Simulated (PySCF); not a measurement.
Molecule: Cd(Br)(I), BrCdI, SMILES [Br][Cd][I]. Atoms near the plane z = 1.0 Å, at the PBE0/def2-SVP optimised geometry (x, y, z in Å): Cd1 (-0.1, 0.0, 0.0), Br2 (-2.5, 0.0, 0.0), I3 (2.5, 0.0, 0.0).

Level of theory: PBE0/def2-TZVP, def2 effective core potentials past Kr (PySCF). The core electrons that the potentials of Cd, I replace are not part of the density. The values are rescaled to run from 0 to 1.

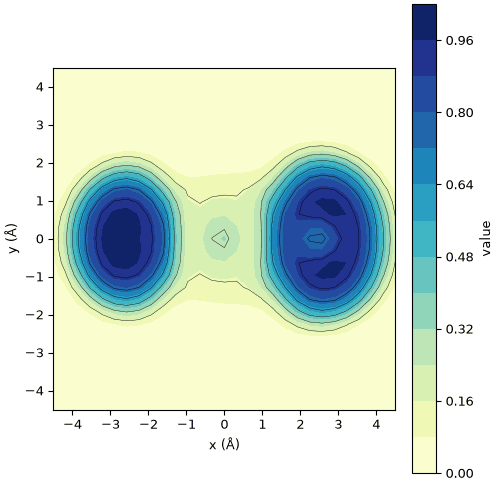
Figure. a field on the plane z = 1.0 Å.

Problem. Which quantity is mapped?
(A) log10 of the electron density
(B) deformation density (molecule minus spherical neutral atoms)
(C) an orbital amplitude
(D) electron localisation function

Solution. D, electron localisation function
